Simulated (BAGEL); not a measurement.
# HF/3-21G (density fitting with qzvpp-jkfit) run of [SiP2H7]+ (SMILES P[SiH2][PH3+])

Aim: the vertical singlet–triplet gap of [SiP2H7]+ at HF/3-21G (density fitting with qzvpp-jkfit), from 2 runs. 

The results are computed with BAGEL 1.2.2.

2 further runs of the same task are left out: 2 set aside as unsound or not needed. Runs told in other sessions of the task aren't counted.

## (1) Starting point

The species is [SiP2H7]+ (10 atoms), meant as a singlet with charge +1. SMILES: `P[SiH2][PH3+]`. Geometry: relaxed at GFN2-xTB. This is one conformer, not always the lowest.

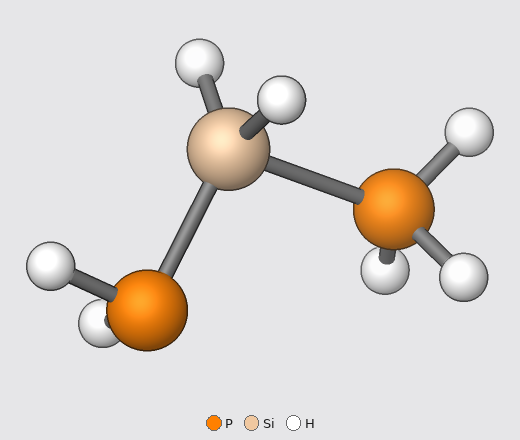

Viewed from a chosen angle; phosphorus orange, silicon light orange, hydrogen white.

## (2) The energy at HF/3-21G (density fitting with qzvpp-jkfit)

Input file input.json:

```json
{ "bagel": [

{
  "title": "molecule",
  "basis": "3-21g",
  "df_basis": "qzvpp-jkfit",
  "angstrom": true,
  "geometry": [
    { "atom": "P", "xyz": [      -1.985420,       0.603520,      -0.454420 ] },
    { "atom": "Si", "xyz": [       0.224600,       0.889190,      -0.444670 ] },
    { "atom": "P", "xyz": [       0.901040,      -0.966280,       0.906020 ] },
    { "atom": "H", "xyz": [      -2.007660,      -0.363920,      -1.463970 ] },
    { "atom": "H", "xyz": [      -2.260090,       1.655730,      -1.323960 ] },
    { "atom": "H", "xyz": [       0.692220,       1.939120,       0.461530 ] },
    { "atom": "H", "xyz": [       1.196460,       0.681670,      -1.525520 ] },
    { "atom": "H", "xyz": [       0.571700,      -2.238580,       0.490310 ] },
    { "atom": "H", "xyz": [       0.426320,      -1.034360,       2.196750 ] },
    { "atom": "H", "xyz": [       2.240830,      -1.166100,       1.157930 ] }
  ]
},

{ "title": "hf", "charge": 1 },

{ "title": "print", "file": "orbitals.molden", "orbitals": true }

]}
```

Started as:

```
BAGEL_NUM_THREADS=1 BAGEL input.json > input.out
```

Log:

```text
* using 1 threads per process

  ===============================================================
  ===============================================================

  *** Geometry ***

  { "atom" : "P", "xyz" : [     -3.751900,      1.140488,     -0.858729 ] },
  { "atom" : "Si", "xyz" : [      0.424432,      1.680326,     -0.840305 ] },
  { "atom" : "P", "xyz" : [      1.702719,     -1.826005,      1.712130 ] },
  { "atom" : "H", "xyz" : [     -3.793928,     -0.687709,     -2.766502 ] },
  { "atom" : "H", "xyz" : [     -4.270951,      3.128876,     -2.501922 ] },
  { "atom" : "H", "xyz" : [      1.308106,      3.664406,      0.872165 ] },
  { "atom" : "H", "xyz" : [      2.260982,      1.288170,     -2.882815 ] },
  { "atom" : "H", "xyz" : [      1.080356,     -4.230303,      0.926552 ] },
  { "atom" : "H", "xyz" : [      0.805628,     -1.954657,      4.151256 ] },
  { "atom" : "H", "xyz" : [      4.234555,     -2.203610,      2.188171 ] },

  Number of auxiliary basis functions:      510

  Since a DF basis is specified, we compute 2- and 3-index integrals:
    o Being stored without compression. Storage requirement is 0.011 GB

  Number of basis functions:       53
  Number of electrons      :       51

    * METHOD: MOLECULE                             0.11

  *** RHF ***

  === Nuclear Repulsion ===
   203.7964674400

      * DIIS with orbital gradients will be used.

  === RHF iteration (3-21g) ===
      0       -969.09306753          0.00971172           0.02
      1       -969.14935210          0.00263053           0.02
      2       -969.15267814          0.00066366           0.02
      3       -969.15301588          0.00013485           0.02
      4       -969.15303639          0.00004016           0.02
      5       -969.15303807          0.00000826           0.02
      6       -969.15303814          0.00000166           0.02
      7       -969.15303814          0.00000033           0.02
      8       -969.15303814          0.00000010           0.02
      9       -969.15303814          0.00000003           0.02
     10       -969.15303814          0.00000001           0.02
    * SCF iteration converged.

    * Permanent dipole moment:
           (   -1.190476,     0.573346,    -0.076438) a.u.

    * METHOD: HF                                   0.30

    * METHOD: PRINT                                0.00

  ===============================================================
```

Run time: 0.58 s. Hardware: 1 thread of AMD EPYC 9B45 (Zen 5), shared host.

## (3) The triplet, same level

Input file calc.json:

```json
{ "bagel" : [

{
  "title" : "molecule",
  "basis" : "3-21g",
  "df_basis" : "qzvpp-jkfit",
  "angstrom" : true,
  "geometry" : [
    { "atom" : "P", "xyz" : [   -1.985420,    0.603520,   -0.454420 ] },
    { "atom" : "Si", "xyz" : [    0.224600,    0.889190,   -0.444670 ] },
    { "atom" : "P", "xyz" : [    0.901040,   -0.966280,    0.906020 ] },
    { "atom" : "H", "xyz" : [   -2.007660,   -0.363920,   -1.463970 ] },
    { "atom" : "H", "xyz" : [   -2.260090,    1.655730,   -1.323960 ] },
    { "atom" : "H", "xyz" : [    0.692220,    1.939120,    0.461530 ] },
    { "atom" : "H", "xyz" : [    1.196460,    0.681670,   -1.525520 ] },
    { "atom" : "H", "xyz" : [    0.571700,   -2.238580,    0.490310 ] },
    { "atom" : "H", "xyz" : [    0.426320,   -1.034360,    2.196750 ] },
    { "atom" : "H", "xyz" : [    2.240830,   -1.166100,    1.157930 ] }
  ]
},
{ "title" : "uhf", "charge" : 1, "nopen" : 2 },
{ "title" : "print", "file" : "orbitals.molden", "orbitals" : true }

]}
```

Started as:

```
BAGEL_NUM_THREADS=1 BAGEL calc.json > calc.out
```

Log:

```text
* using 1 threads per process

  ===============================================================
  ===============================================================

  *** Geometry ***

  { "atom" : "P", "xyz" : [     -3.751900,      1.140488,     -0.858729 ] },
  { "atom" : "Si", "xyz" : [      0.424432,      1.680326,     -0.840305 ] },
  { "atom" : "P", "xyz" : [      1.702719,     -1.826005,      1.712130 ] },
  { "atom" : "H", "xyz" : [     -3.793928,     -0.687709,     -2.766502 ] },
  { "atom" : "H", "xyz" : [     -4.270951,      3.128876,     -2.501922 ] },
  { "atom" : "H", "xyz" : [      1.308106,      3.664406,      0.872165 ] },
  { "atom" : "H", "xyz" : [      2.260982,      1.288170,     -2.882815 ] },
  { "atom" : "H", "xyz" : [      1.080356,     -4.230303,      0.926552 ] },
  { "atom" : "H", "xyz" : [      0.805628,     -1.954657,      4.151256 ] },
  { "atom" : "H", "xyz" : [      4.234555,     -2.203610,      2.188171 ] },

  Number of auxiliary basis functions:      510

  Since a DF basis is specified, we compute 2- and 3-index integrals:
    o Being stored without compression. Storage requirement is 0.011 GB

  Number of basis functions:       53
  Number of electrons      :       51

    * METHOD: MOLECULE                             0.11

  *** Open-shell HF ***

  === Nuclear Repulsion ===
   203.7964674400

      * DIIS with orbital gradients will be used.

  === UHF iteration (3-21g) ===
      0       -968.88275823          0.01920326           0.05
      1       -968.95175224          0.00565627           0.05
      2       -968.95890966          0.00188904           0.05
      3       -968.96107970          0.00099701           0.05
      4       -968.96242633          0.00049075           0.05
      5       -968.96349045          0.00036855           0.05
      6       -968.96452973          0.00033196           0.05
      7       -968.96560584          0.00027244           0.05
      8       -968.96628552          0.00020900           0.05
      9       -968.96700242          0.00023487           0.05
     10       -968.96702150          0.00009379           0.05
     11       -968.96707688          0.00006644           0.05
     12       -968.96708070          0.00003022           0.05
     13       -968.96708215          0.00001147           0.05
     14       -968.96708252          0.00000294           0.05
     15       -968.96708255          0.00000130           0.05
     16       -968.96708256          0.00000050           0.05
     17       -968.96708256          0.00000023           0.05
     18       -968.96708256          0.00000013           0.05
     19       -968.96708256          0.00000008           0.05
     20       -968.96708256          0.00000005           0.05
     21       -968.96708256          0.00000003           0.05
     22       -968.96708256          0.00000003           0.05
     23       -968.96708256          0.00000002           0.05
     24       -968.96708256          0.00000001           0.05
    * SCF iteration converged.

    * S^2 (UHF) is 2.0193

    * Permanent dipole moment:
           (    0.444270,     0.902646,    -0.544809) a.u.

    * METHOD: UHF                                  1.25

    * METHOD: PRINT                                0.00

  ===============================================================
```

Run time: 1.5 s. Hardware: 1 thread of AMD EPYC 9B45 (Zen 5), shared host.

## (4) Outcome

At HF/3-21G (density fitting with qzvpp-jkfit):

| quantity | value |
| --- | --- |
| singlet: total energy | -969.15304 Eh |
| singlet: HOMO energy | -14.93 eV |
| singlet: LUMO energy | -2.58 eV |
| singlet: HOMO–LUMO gap | 12.34 eV |
| triplet: total energy | -968.96708 Eh |
| triplet: ⟨S²⟩ | 2.019 |
| vertical energy of the triplet above the singlet | 5.060 eV |

**Reading.** At this shape the triplet lies 5.06 eV (117 kcal/mol) above the singlet.
